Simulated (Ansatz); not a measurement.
**Nudged elastic band of CH$_{6}$OSiSnTe**

System: CH$_{6}$OSiSnTe.
Method: RKS B3LYP/def2-SVP (Ansatz 0.2.0).

One setting was made poor on purpose. It belongs to a series of runs on one base structure; here: band between the two ends. Figures and captions count atoms from 1; the log counts them from 0 in places.

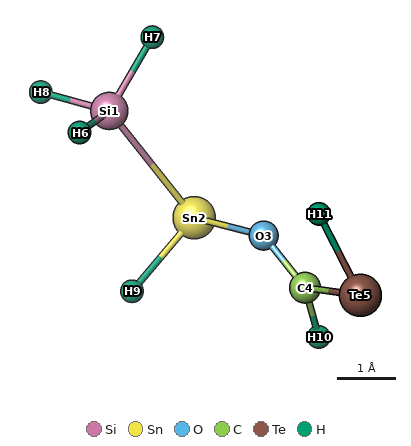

**Figure 1.** The input geometry (ball-and-stick view, seen at a tilt; atoms are numbered from 1 in the order of the input). Sticks mark near contacts.

### Summary

- outcome: converged
- barrier, forward: 0.010 eV
- barrier, backward: 0.006 eV
- hardware: 2 threads of Arm Neoverse V1, 24 GiB of memory available, shared host
- wall time: 39 s (CPU time 77 s)
- peak memory: 0.37 GiB

### Notes

A deliberately poor setting: loose force. The order of the saddle point was not checked.

### Input
```yaml
crystal:
  periodic: [false, false, false]
  atoms:
    - { symbol: Si, position_ang: [-1.213703, -1.330189, 1.710193] }
    - { symbol: Sn, position_ang: [1.166664, -1.586385, 0.49625] }
    - { symbol: O, position_ang: [0.508723, 0.300465, -0.974904] }
    - { symbol: C, position_ang: [1.201266, 0.989986, -1.691724] }
    - { symbol: Te, position_ang: [0.478183, 2.606901, -2.896235] }
    - { symbol: H, position_ang: [-1.615058, 0.0712, 2.06426] }
    - { symbol: H, position_ang: [-2.329841, -1.897439, 0.881872] }
    - { symbol: H, position_ang: [-1.208236, -2.115726, 2.992017] }
    - { symbol: H, position_ang: [1.848881, -0.304319, 1.550686] }
    - { symbol: H, position_ang: [2.299882, 0.828009, -1.799046] }
    - { symbol: H, position_ang: [-1.071262, 2.380396, -2.312969] }
basis:
  gaussian: { orbitals: def2-SVP }
hamiltonian:
  xc: b3lyp
neb:
  order_check: false
  images: 5
  f_tol: 0.5
  max_iterations: 38
  initial_path: idpp
  final_atoms:
    - { symbol: Si, position_ang: [-1.20055425, -1.37283264, 1.68642795] }
    - { symbol: Sn, position_ang: [1.27170417, -1.39981166, 0.64180038] }
    - { symbol: O, position_ang: [0.57702075, 0.48843175, -0.81747648] }
    - { symbol: C, position_ang: [1.15272619, 0.90190564, -1.79826881] }
    - { symbol: Te, position_ang: [0.44725054, 2.49987247, -3.03973926] }
    - { symbol: H, position_ang: [-1.71905155, -0.01968622, 2.0764634] }
    - { symbol: H, position_ang: [-2.22307204, -1.97010986, 0.76350227] }
    - { symbol: H, position_ang: [-1.22459149, -2.21737316, 2.92989755] }
    - { symbol: H, position_ang: [1.76954893, -0.13504888, 1.80759686] }
    - { symbol: H, position_ang: [2.1178366, 0.47257986, -2.15148195] }
    - { symbol: H, position_ang: [-0.90331886, 2.69497169, -2.07832191] }
```

Command:
```bash
ansatz run input.yaml --threads 2 --pin off --max-ram 3072MiB --backend cpu --events-out ev --progress --plain --runs-dir out
```

### Log
```
Engine: ansatz 0.2.0, aarch64-unknown-linux-gnu
Functional definition: B3LYP
  parameter a0 = 0.2
  parameter ax = 0.72
  parameter ac = 0.81
  exchange = (1 - a0 - ax)*slater_x + ax*b88_x + a0*exact_x
  correlation = (1 - ac)*vwn_rpa_c + ac*lyp_c
1561 factors; integrals over basis functions are off by at most 3.1e-4 eV
mean field evaluation 1: about -24176.8526 eV, gradient 4.9e1 eV
mean field evaluation 2: about -24136.0313 eV, gradient 1.4e2 eV
mean field evaluation 4: about -24182.3039 eV, gradient 1.5e1 eV
mean field evaluation 8: about -24182.8783 eV, gradient 2.0e-1 eV
mean field evaluation 16: about -24182.8784 eV, gradient 1.5e-5 eV
mean field -24182.87840271 eV, -888.7043895559 hartree, gradient 1.5e-5 eV, S^2 0.000000; 0 other end points of the search recorded, 0 dependent functions left out
the calculation of the forces begins
reference -24182.87872328 eV, -888.7044013367 hartree; 40, 40 occupied and 88, 88 virtual orbitals, 1561 factors
1561 factors; integrals over basis functions are off by at most 2.7e-4 eV
mean field evaluation 32: about -24182.8741 eV, gradient 4.6e-5 eV
mean field -24182.87410589 eV, -888.7042316506 hartree, gradient 1.6e-5 eV, S^2 0.000000; 0 other end points of the search recorded, 0 dependent functions left out
the calculation of the forces begins
reference -24182.87442948 eV, -888.7042435425 hartree; 40, 40 occupied and 88, 88 virtual orbitals, 1561 factors
NEB end point (image 0): max|allowed force component| = 1.507e-1 eV/Å (the criterion of neb.relax_end_points is 1.000e-1)
NEB end point (image 6): max|allowed force component| = 6.360e-2 eV/Å (the criterion of neb.relax_end_points is 1.000e-1)
1561 factors; integrals over basis functions are off by at most 3.1e-4 eV
mean field -24182.87508237 eV, -888.7042675355 hartree, gradient 1.5e-5 eV, S^2 0.000000; 0 other end points of the search recorded, 0 dependent functions left out
the calculation of the forces begins
reference -24182.87540348 eV, -888.7042793362 hartree; 40, 40 occupied and 88, 88 virtual orbitals, 1561 factors
1561 factors; integrals over basis functions are off by at most 3.0e-4 eV
mean field evaluation 64: about -24182.8704 eV, gradient 1.0e-3 eV
mean field -24182.87040805 eV, -888.7040957576 hartree, gradient 1.5e-5 eV, S^2 0.000000; 0 other end points of the search recorded, 0 dependent functions left out
the calculation of the forces begins
reference -24182.87072994 eV, -888.7041075867 hartree; 40, 40 occupied and 88, 88 virtual orbitals, 1561 factors
1561 factors; integrals over basis functions are off by at most 3.0e-4 eV
mean field -24182.86798289 eV, -888.7040066344 hartree, gradient 1.4e-5 eV, S^2 0.000000; 0 other end points of the search recorded, 0 dependent functions left out
the calculation of the forces begins
reference -24182.86830555 eV, -888.7040184919 hartree; 40, 40 occupied and 88, 88 virtual orbitals, 1561 factors
1561 factors; integrals over basis functions are off by at most 2.9e-4 eV
mean field evaluation 96: about -24182.8690 eV, gradient 4.1e-3 eV
mean field -24182.86897629 eV, -888.7040431414 hartree, gradient 1.5e-5 eV, S^2 0.000000; 0 other end points of the search recorded, 0 dependent functions left out
the calculation of the forces begins
reference -24182.86929926 eV, -888.7040550103 hartree; 40, 40 occupied and 88, 88 virtual orbitals, 1561 factors
1561 factors; integrals over basis functions are off by at most 2.8e-4 eV
mean field -24182.87217155 eV, -888.7041605648 hartree, gradient 1.5e-5 eV, S^2 0.000000; 0 other end points of the search recorded, 0 dependent functions left out
the calculation of the forces begins
reference -24182.87249500 eV, -888.7041724516 hartree; 40, 40 occupied and 88, 88 virtual orbitals, 1561 factors
NEB iter   1: max|band force component| = 4.612e-1 eV/Å  barrier→ = 0.0104 eV  barrier← = 0.0061 eV  CI = image 3  Δτ_max = 0.0000 Å  (203 SCF iters)
```

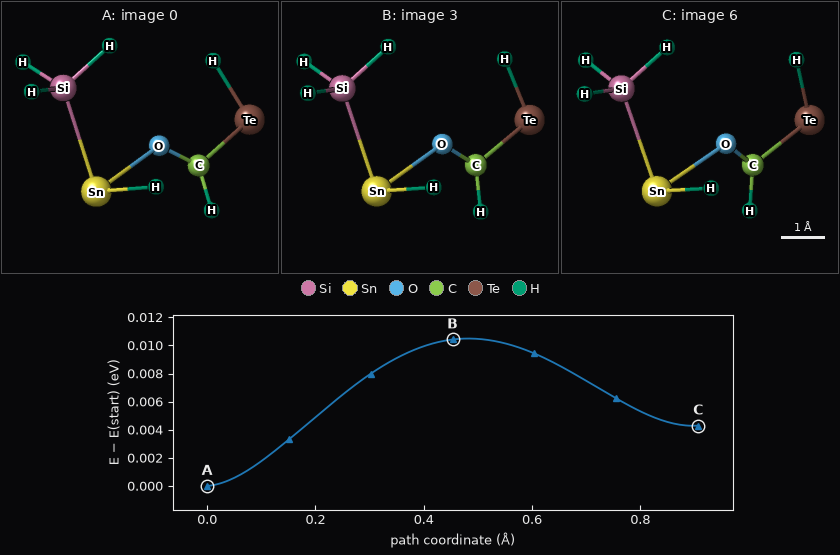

**Figure 2.** Images of the last band (counted from 0; ball-and-stick, seen at a tilt) above the energy along the path; the line is a cubic interpolation that uses the forces. The highest image is number 3, 0.010 eV above the start and 0.006 eV above the end (the climbing image); the end lies 0.004 eV above the start. The path is 0.91 Å long. The band converged in 1 iterations. The end points carry forces over 0.1 eV/Å, so they aren't fully relaxed minima and the barriers are approximate.

```
Total energy: -24182.86830555 eV, -888.7040184919 hartree
Atom 0 at    -1.214420    -1.369287     1.678825 Å, force    -0.018786    -0.003108     0.009827 eV/Å
Atom 1 at     1.227680    -1.481868     0.580871 Å, force     0.015459    -0.014668    -0.011785 eV/Å
Atom 2 at     0.543712     0.398360    -0.880822 Å, force    -0.279163     0.008535     0.142424 eV/Å
Atom 3 at     1.182738     0.970226    -1.730513 Å, force     0.461602    -0.204529    -0.069586 eV/Å
Atom 4 at     0.477205     2.566557    -2.956930 Å, force     0.225735     0.061649    -0.155661 eV/Å
Atom 5 at    -1.694349     0.002401     2.048488 Å, force     0.004749    -0.002896    -0.001241 eV/Å
Atom 6 at    -2.266336    -1.960723     0.787402 Å, force    -0.008099    -0.005981     0.002630 eV/Å
Atom 7 at    -1.231621    -2.187837     2.939172 Å, force    -0.002107     0.007622    -0.005158 eV/Å
Atom 8 at     1.789550    -0.204639     1.702381 Å, force     0.013154     0.011084     0.009176 eV/Å
Atom 9 at     2.241009     0.676625    -1.948338 Å, force    -0.114767     0.135786    -0.055550 eV/Å
Atom 10 at    -0.989669     2.533085    -2.200134 Å, force    -0.297777     0.006506     0.134924 eV/Å
Dipole moment:     0.310199     0.677609    -0.947071 e Å
this run last wrote the band of iteration 1 to [file]
```

### The last band as extended XYZ (Å, eV, eV/Å)
```
11
Properties=species:S:1:pos:R:3:forces:R:3 image=0 energy=-24182.87840
Si   -1.2137   -1.3302    1.7102   -0.0102  -0.0009  -0.0065
Sn    1.1667   -1.5864    0.4963    0.0033   0.0153   0.0035
O     0.5087    0.3005   -0.9749    0.1076   0.1329  -0.1000
C     1.2013    0.9900   -1.6917   -0.0500  -0.1507   0.0602
Te    0.4782    2.6069   -2.8962   -0.0316  -0.0127   0.0407
H    -1.6151    0.0712    2.0643    0.0041  -0.0130  -0.0038
H    -2.3298   -1.8974    0.8819    0.0015   0.0051   0.0157
H    -1.2082   -2.1157    2.9920    0.0015   0.0127  -0.0137
H     1.8489   -0.3043    1.5507    0.0059  -0.0131  -0.0086
H     2.2999    0.8280   -1.7990   -0.0475   0.0165   0.0353
H    -1.0713    2.3804   -2.3130    0.0154   0.0079  -0.0227
11
Properties=species:S:1:pos:R:3:forces:R:3 image=1 energy=-24182.87508
Si   -1.2140   -1.3431    1.6999   -0.0134  -0.0028   0.0008
Sn    1.1875   -1.5516    0.5243    0.0096  -0.0015  -0.0047
O     0.5195    0.3319   -0.9426   -0.1189   0.0436   0.0248
C     1.1934    0.9843   -1.7056    0.2383  -0.1565  -0.0001
Te    0.4783    2.5934   -2.9169    0.1124   0.0409  -0.0532
H    -1.6416    0.0487    2.0594    0.0040  -0.0064  -0.0016
H    -2.3091   -1.9186    0.8503   -0.0046  -0.0006   0.0095
H    -1.2163   -2.1396    2.9746   -0.0006   0.0105  -0.0091
H     1.8298   -0.2708    1.6015    0.0105  -0.0007  -0.0001
H     2.2821    0.7771   -1.8492   -0.0759   0.0804  -0.0150
H    -1.0440    2.4313   -2.2753   -0.1614  -0.0070   0.0488
11
Properties=species:S:1:pos:R:3:forces:R:3 image=2 energy=-24182.87041
Si   -1.2143   -1.3562    1.6894   -0.0162  -0.0035   0.0062
Sn    1.2078   -1.5168    0.5525    0.0138  -0.0111  -0.0100
O     0.5311    0.3645   -0.9111   -0.2396   0.0143   0.1008
C     1.1872    0.9779   -1.7185    0.4111  -0.1901  -0.0393
Te    0.4780    2.5799   -2.9372    0.1967   0.0636  -0.1213
H    -1.6681    0.0257    2.0541    0.0041  -0.0031  -0.0007
H    -2.2879   -1.9397    0.8188   -0.0077  -0.0043   0.0051
H    -1.2241   -2.1637    2.9570   -0.0019   0.0088  -0.0063
H     1.8100   -0.2376    1.6521    0.0129   0.0073   0.0060
H     2.2627    0.7266   -1.8990   -0.1080   0.1225  -0.0445
H    -1.0168    2.4822   -2.2377   -0.2652  -0.0044   0.1040
11
Properties=species:S:1:pos:R:3:forces:R:3 image=3 energy=-24182.86798
Si   -1.2144   -1.3693    1.6788   -0.0188  -0.0031   0.0098
Sn    1.2277   -1.4819    0.5809    0.0155  -0.0147  -0.0118
O     0.5437    0.3984   -0.8808   -0.2792   0.0085   0.1424
C     1.1827    0.9702   -1.7305    0.4616  -0.2045  -0.0696
Te    0.4772    2.5666   -2.9569    0.2257   0.0616  -0.1557
H    -1.6943    0.0024    2.0485    0.0047  -0.0029  -0.0012
H    -2.2663   -1.9607    0.7874   -0.0081  -0.0060   0.0026
H    -1.2316   -2.1878    2.9392   -0.0021   0.0076  -0.0052
H     1.7895   -0.2046    1.7024    0.0132   0.0111   0.0092
H     2.2410    0.6766   -1.9483   -0.1148   0.1358  -0.0556
H    -0.9897    2.5331   -2.2001   -0.2978   0.0065   0.1349
11
Properties=species:S:1:pos:R:3:forces:R:3 image=4 energy=-24182.86898
Si   -1.2144   -1.3824    1.6683   -0.0213  -0.0014   0.0115
Sn    1.2471   -1.4467    0.6094    0.0139  -0.0130  -0.0094
O     0.5574    0.4333   -0.8522   -0.2494   0.0071   0.1511
C     1.1801    0.9608   -1.7417    0.3915  -0.1739  -0.0888
Te    0.4758    2.5531   -2.9763    0.2032   0.0428  -0.1494
H    -1.7204   -0.0212    2.0427    0.0060  -0.0058  -0.0031
H    -2.2443   -1.9815    0.7563   -0.0059  -0.0056   0.0021
H    -1.2387   -2.2120    2.9213   -0.0012   0.0072  -0.0057
H     1.7685   -0.1720    1.7524    0.0118   0.0108   0.0091
H     2.2168    0.6273   -1.9971   -0.0866   0.1152  -0.0514
H    -0.9624    2.5840   -2.1626   -0.2620   0.0164   0.1340
11
Properties=species:S:1:pos:R:3:forces:R:3 image=5 energy=-24182.87217
Si   -1.2142   -1.3953    1.6578   -0.0234   0.0017   0.0113
Sn    1.2661   -1.4114    0.6383    0.0086  -0.0063  -0.0025
O     0.5721    0.4691   -0.8252   -0.1478   0.0073   0.1055
C     1.1790    0.9496   -1.7525    0.2103  -0.0965  -0.0749
Te    0.4737    2.5396   -2.9954    0.1315   0.0149  -0.0950
H    -1.7461   -0.0449    2.0367    0.0082  -0.0116  -0.0065
H    -2.2217   -2.0020    0.7255   -0.0012  -0.0031   0.0038
H    -1.2454   -2.2361    2.9034    0.0008   0.0076  -0.0079
H     1.7468   -0.1395    1.8024    0.0091   0.0064   0.0051
H     2.1902    0.5786   -2.0454   -0.0339   0.0623  -0.0319
H    -0.9351    2.6351   -2.1251   -0.1623   0.0173   0.0929
11
Properties=species:S:1:pos:R:3:forces:R:3 image=6 energy=-24182.87411
Si   -1.2134   -1.4058    1.6497   -0.0248   0.0061   0.0092
Sn    1.2841   -1.3765    0.6670   -0.0012   0.0054   0.0089
O     0.5868    0.5042   -0.8008    0.0385   0.0151  -0.0388
C     1.1780    0.9343   -1.7650   -0.0636   0.0091   0.0115
Te    0.4706    2.5235   -3.0167    0.0124  -0.0126   0.0140
H    -1.7694   -0.0656    2.0327    0.0113  -0.0206  -0.0113
H    -2.2000   -2.0195    0.6989    0.0058   0.0017   0.0079
H    -1.2508   -2.2568    2.8884    0.0039   0.0090  -0.0115
H     1.7264   -0.1075    1.8505    0.0054  -0.0020  -0.0030
H     2.1604    0.5268   -2.0959    0.0161  -0.0121   0.0089
H    -0.9072    2.6858   -2.0884   -0.0038   0.0009   0.0042
```
